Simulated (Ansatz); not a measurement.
**[AlH3]− (SMILES [AlH3-]): levels of theory compared**

We compute a comparison of 6 runs (U-r2SCAN0/3-21G, USVWN5/3-21G, USVWN5/6-31G*, UCCSDT(Q)/3-21G, UBCCD(T)/6-31G*, UCCSDT/6-31G*) of [AlH3]−. 

Program for the calculation: Ansatz 0.2.0.

## 1. The structure to begin with

The species is [AlH3]− (4 atoms), meant as a doublet with charge -1. As SMILES, `[AlH3-]`. The H2–Al1 distance was set to 3.368 Å, away from the relaxed value. At this shape a bond of the SMILES string is far longer than usual.

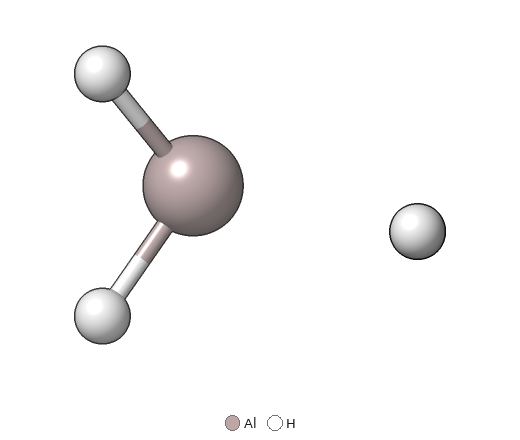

The structure, seen from a chosen angle (aluminium light grey, hydrogen white).

## 2. The energy at U-r2SCAN0/3-21G (run 1)

File job.yaml:

```yaml
crystal:
  periodic: [false, false, false]
  atoms:
    - {symbol: Al, position_ang: [-0.794045, 0.156628, -1.838972]}
    - {symbol: H, position_ang: [0.471920, 0.754070, 1.224440]}
    - {symbol: H, position_ang: [-1.983095, -0.982582, -1.481212]}
    - {symbol: H, position_ang: [0.406265, -0.824282, -2.499402]}
basis:
  gaussian:
    orbitals: 3-21G.json
total_charge: -1
magnetization:
  spin_polarized: true
  initial_magnetization: 1
hamiltonian:
  xc: {name: r2SCAN0}
accuracy: high
```

The basis set 3-21G is read from a file made from the Basis Set Exchange's data (not shown).

Launch:

```bash
$ ansatz run job.yaml --threads 1 --pin off --max-ram 2610MiB --events-out events.jsonl --progress --plain --runs-dir runs
```

The program printed:

```text
Warning: RAYON_NUM_THREADS=1 ignored (pool sized by the plan → 1); use --threads N
Functional definition: r2SCAN0
  name "r2SCAN0"
  parameter a = 0.25
  parameter k0 = 0.174
  parameter k1 = 0.065
  parameter a1 = 4.9479
  exchange = (1 - a)*r2scan_x(k0 = k0, k1 = k1, a1 = a1) + a*exact_x
  correlation = r2scan_c
364 factors; integrals over basis functions are off by at most 3.1e-9 eV
mean field evaluation 1: about -6602.2923 eV, gradient 9.5e0 eV
mean field evaluation 2: about -6592.6059 eV, gradient 1.7e1 eV
mean field evaluation 4: about -6604.1257 eV, gradient 1.3e0 eV
mean field evaluation 8: about -6604.1209 eV, gradient 1.0e0 eV
mean field evaluation 16: about -6604.4183 eV, gradient 5.0e-5 eV
mean field -6604.41833892 eV, -242.7078973197 hartree, gradient 3.2e-8 eV, S^2 1.026012; 1 other end points of the search recorded, 0 dependent functions left out
reference -6604.41834148 eV, -242.7078974138 hartree; 9, 8 occupied and 10, 11 virtual orbitals, 364 factors
Total energy: -6604.41834148 eV, -242.7078974138 hartree
```

It took 4.5 s on 1 thread of Arm Neoverse V2, shared host; peak memory 0.18 GiB.

## 3. The energy at USVWN5/3-21G (run 2)

File input.yaml:

```yaml
basis:
  gaussian: {orbitals: 3-21G.json}
crystal:
  periodic: [false, false, false]
  atoms:
    - symbol: Al
      position_ang: [-0.794045, 0.156628, -1.838972]
    - symbol: H
      position_ang: [0.471920, 0.754070, 1.224440]
    - symbol: H
      position_ang: [-1.983095, -0.982582, -1.481212]
    - symbol: H
      position_ang: [0.406265, -0.824282, -2.499402]
total_charge: -1
magnetization: {spin_polarized: true, initial_magnetization: 1}
hamiltonian: {xc: {name: SVWN5}}
accuracy: high
```

The basis set 3-21G is read from a file made from the Basis Set Exchange's data (not shown).

Launch:

```bash
$ ansatz run input.yaml --threads 1 --pin off --max-ram 2610MiB --events-out events.jsonl --progress --plain --runs-dir runs
```

The program printed:

```text
Warning: RAYON_NUM_THREADS=1 ignored (pool sized by the plan → 1); use --threads N
Functional definition: SVWN5
  name "SVWN5"
  exchange = slater_x
  correlation = vwn5_c
364 factors; integrals over basis functions are off by at most 3.1e-9 eV
mean field evaluation 1: about -6573.5945 eV, gradient 1.1e1 eV
mean field evaluation 2: about -6561.2000 eV, gradient 1.7e1 eV
mean field evaluation 4: about -6575.7660 eV, gradient 1.9e0 eV
mean field evaluation 8: about -6575.8372 eV, gradient 9.9e-1 eV
mean field evaluation 16: about -6575.8528 eV, gradient 8.9e-4 eV
mean field evaluation 32: about -6575.7146 eV, gradient 4.9e-1 eV
mean field -6575.85281803 eV, -241.6581337894 hartree, gradient 5.8e-8 eV, S^2 0.791020; 3 other end points of the search recorded, 0 dependent functions left out
reference -6575.85282107 eV, -241.6581339012 hartree; 9, 8 occupied and 10, 11 virtual orbitals, 364 factors
Total energy: -6575.85282107 eV, -241.6581339012 hartree
```

It took 0.8 s on 1 thread of Arm Neoverse V2, shared host; peak memory 0.092 GiB.

Runs 3 to 5 aren't shown in full; the table further down has their settings and results.

## 4. A single-point energy at UCCSDT/6-31G(d) (spherical functions) (run 6)

File input.yaml:

```yaml
crystal:
  periodic: [false, false, false]
  atoms:
    - {symbol: Al, position_ang: [-0.794045, 0.156628, -1.838972]}
    - {symbol: H, position_ang: [0.471920, 0.754070, 1.224440]}
    - {symbol: H, position_ang: [-1.983095, -0.982582, -1.481212]}
    - {symbol: H, position_ang: [0.406265, -0.824282, -2.499402]}
basis:
  gaussian:
    orbitals: 6-31G_st_-spherical.json
total_charge: -1
magnetization:
  spin_polarized: true
  initial_magnetization: 1
correlation:
  method: ccsdt
  frozen_orbitals: {Al: 5, H: 0}
accuracy: high
scf:
  omitted_lower_state_checks: [cluster_reference, increment]
```

The basis set 6-31G* is read from a file made from the Basis Set Exchange's data (not shown).

Launch:

```bash
$ ansatz run input.yaml --threads 1 --pin off --max-ram 2610MiB --events-out events.jsonl --progress --plain --runs-dir runs
```

The program printed:

```text
Warning: RAYON_NUM_THREADS=1 ignored (pool sized by the plan → 1); use --threads N
[... 15 lines left out ...]
5 core orbitals not correlated: weight in the atoms' cores, before any rotation towards them, 1.000 or more for the frozen orbitals, at most 0.000 for the correlated occupied ones
[... 47 lines left out ...]
Total energy: -6628.48669481 eV, -243.5923930845 hartree
Checks for a lower state left out: cluster_reference, increment
```

Run time: 1.6 s. Hardware: 1 thread of Arm Neoverse V2, shared host.

## 5. The series

```
run                                  level  frozen core orbitals  energy (Eh)   ⟨S²⟩  wall time
  1                        U-r2SCAN0/3-21G                     –  -242.707897  1.026      4.5 s
  2                           USVWN5/3-21G                     –  -241.658134  0.791      0.8 s
  3    USVWN5/6-31G* (spherical functions)                     –  -242.994476  0.785     0.89 s
  4                        UCCSDT(Q)/3-21G                     5  -242.249354  1.174     0.82 s
  5  UBCCD(T)/6-31G* (spherical functions)                     5  -243.591004  1.184     0.64 s
  6    UCCSDT/6-31G* (spherical functions)                     5  -243.592393  1.184      1.6 s
```

## 6. Summary of results

| quantity | value |
| --- | --- |
| run 6: total energy | -243.59239 Eh |
| run 6: correlation energy (5 core orbitals frozen) | -80.7 mEh |
| run 6: ⟨S²⟩ of the reference determinant | 1.184 |
| run 6: T1 diagnostic | 0.091 |

What this shows: Totals of different functionals can't be ranked against each other. Spin contamination of the reference: run 5 ⟨S²⟩ = 1.18, run 6 ⟨S²⟩ = 1.18, run 4 ⟨S²⟩ = 1.17, run 1 ⟨S²⟩ = 1.03. All runs together took 9.3 s, the longest 4.5 s.
